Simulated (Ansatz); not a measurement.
Input

```
crystal:
  periodic: [false, false, false]
  atoms:
    - symbol: C
      position_ang: [-1.037068, -2.214630, -0.730042]
    - symbol: Al
      position_ang: [0.175737, -0.234765, 1.115562]
    - symbol: O
      position_ang: [-1.052624, -0.863158, -0.278728]
    - symbol: O
      position_ang: [-1.270400, 0.421021, 1.829235]
    - symbol: O
      position_ang: [0.738980, -1.746354, 1.718468]
    - symbol: O
      position_ang: [1.395718, 0.778182, 0.461479]
    - symbol: H
      position_ang: [-0.177205, -2.317512, -1.403187]
    - symbol: H
      position_ang: [-1.957507, -2.428106, -1.291467]
    - symbol: H
      position_ang: [-0.911289, -2.906299, 0.114908]
    - symbol: H
      position_ang: [-1.855888, -0.646924, 0.233256]
    - symbol: H
      position_ang: [-1.354458, 0.713840, 2.735957]
    - symbol: H
      position_ang: [1.676733, -1.936559, 1.761924]
    - symbol: H
      position_ang: [1.222195, 1.679649, 0.189324]
basis:
  gaussian:
    orbitals: def2-SVPD
output:
  forces: true
  orbitals: {seedname: orbitals}
magnetization:
  spin_polarized: false
  initial_magnetization: 0
hamiltonian:
  xc: pbe0
```

Run with:

```sh
ansatz run input.yaml --threads 2 --pin off --max-ram 5220MiB --events-out events.jsonl --progress --plain --runs-dir runs
```

Geometry: PBE0-D4/def2-SVP.

Level of theory: Ansatz 0.2.0, isolated molecule in a Gaussian basis; Kohn-Sham density functional theory, functional PBE0.

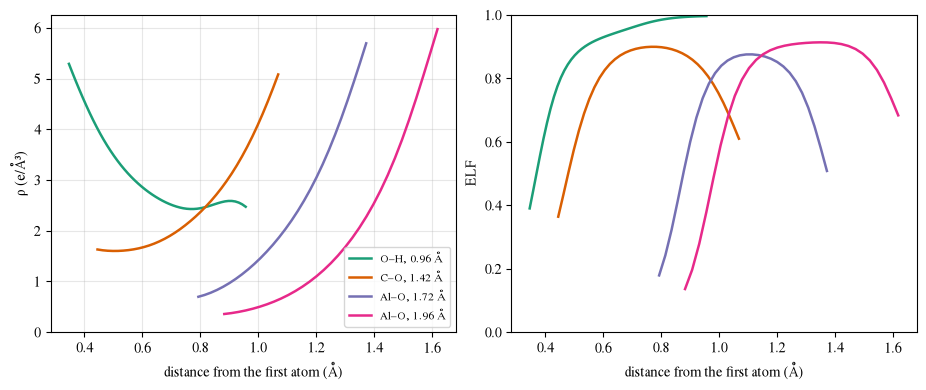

CH$_{7}$AlO$_{4}$ (SMILES C[OH+][Al-]([OH])([OH])[OH]). Electron density and electron localisation function along straight lines between neighbouring atoms. The curves leave out the atomic cores.

Compare the contacts.

Answer. O–H (0.96 Å): ρ is about 3.7 e/Å³ halfway; the ELF climbs to about 1 towards the hydrogen, as it does in any bond to H: a covalent bond by its length.
C–O (1.42 Å): the density is about 2 e/Å³ at the midpoint, with its minimum of 1.6 e/Å³ about 0.5 Å from C; the ELF peaks at about 0.90 between the atoms, as expected for a polar covalent bond.
Al–O (1.72 Å): ρ at the midpoint is about 0.83 e/Å³; the ELF peaks at about 0.90 in the valence shell of O, 0.6 Å from its nucleus, and is about 0.40 at the midpoint.
Al–O (1.96 Å): ρ is about 0.46 e/Å³ halfway; the ELF peaks at about 0.90 in the valence shell of O, 0.6 Å from its nucleus, and is about 0.50 at the midpoint.
